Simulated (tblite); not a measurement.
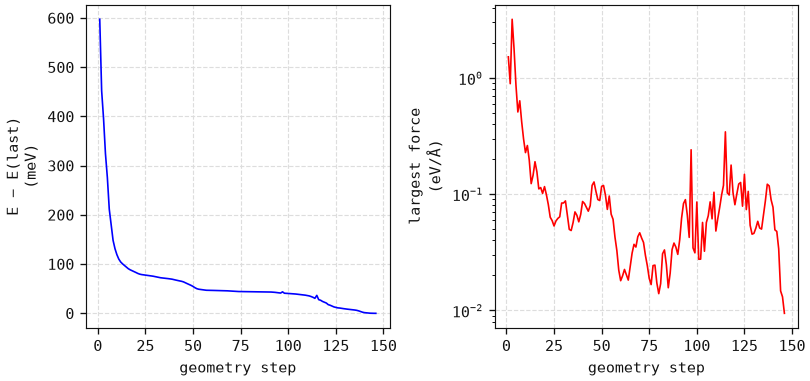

History of a geometry optimisation.

The run: C4H10BNO (SMILES CC#[N+][BH2-]COC), by GFN2-xTB geometry optimisation, gas phase (tblite 0.8.0).

**How did the optimisation end?**

The optimisation met its thresholds at geometry 146, counting the start as the first. The energy fell by about 600 meV from the first step to the last, with a rise at step 115. The largest force goes from about 1.5 eV/Å at the start to 9 × 10⁻³ eV/Å at the end, with a peak of 3.2 eV/Å at step 3.
